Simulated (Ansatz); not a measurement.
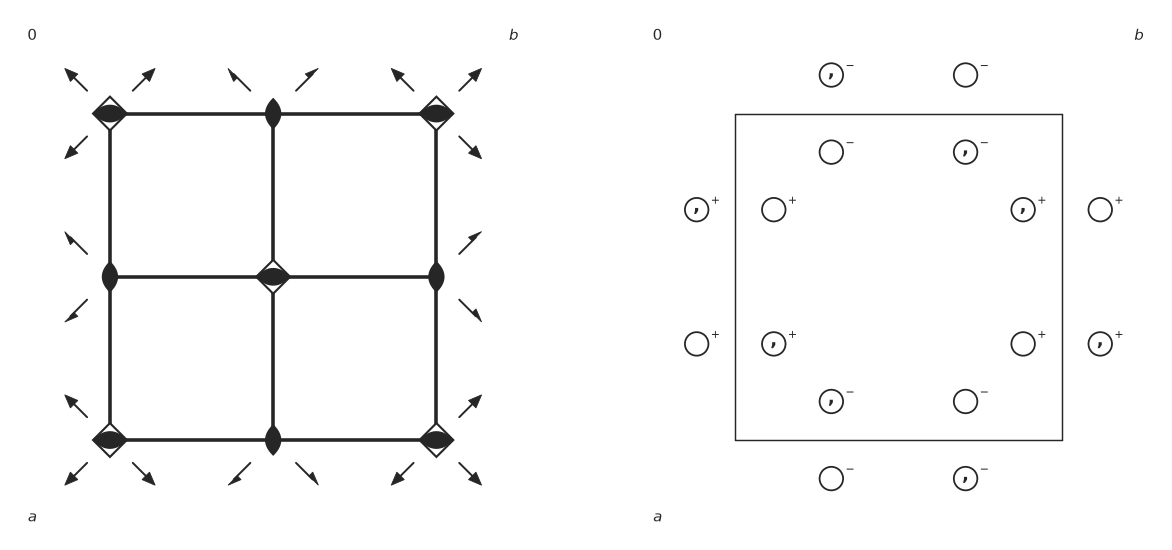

Symmetry elements (left) and general positions (right) of a space group, projected down c, computed from the operations of a computed or model structure of composition SiC3, which need not be its known form.

Symbols follow the International Tables: origin at the upper left, the third axis towards the viewer; heavy, dashed, dotted, dash-dotted and dash-dot-dot lines are mirror, in-plane glide, out-of-plane glide, diagonal (n; with arrows d) and double (e) glide planes seen edge on; arrows at the rim are 2 (full head) and 2₁ (half head) axes in the plane; the corner sign is a plane parallel to the page; fractions are heights. Handed screw axes carry their printed symbol instead of tails.

A circle is a general position, a comma marks the mirror image, + and − with a fraction give the height (along the projection axis: ½+ is ½ plus the coordinate, − is its negative), and a split circle stands for two positions above each other.

> Identify the space group.

P-4m2, No. 115; primitive tetragonal, point group -42m, 8 general positions a cell.

> List the elements shown.

−4 axes along c at (0, 0; inversion point at height 0), (1/2, 1/2; inversion point at height 0); 2 axes along c at (0, 1/2), (1/2, 0); mirror planes normal to a, at x = 0, 1/2; mirror planes normal to b, at y = 0, 1/2; 2 axes along [1 1 0] at height 0; 2 axes along [−1 1 0] at height 0; 2₁ axes along [1 1 0] at height 0; 2₁ axes along [−1 1 0] at height 0. Heights repeat every half period; positions are (a, b) fractions, modulo 1.

> Write the general positions (in any order).

x, y, z; y, −x, −z; −x, −y, z; −y, x, −z; −x, y, z; −y, −x, −z; x, −y, z; y, x, −z
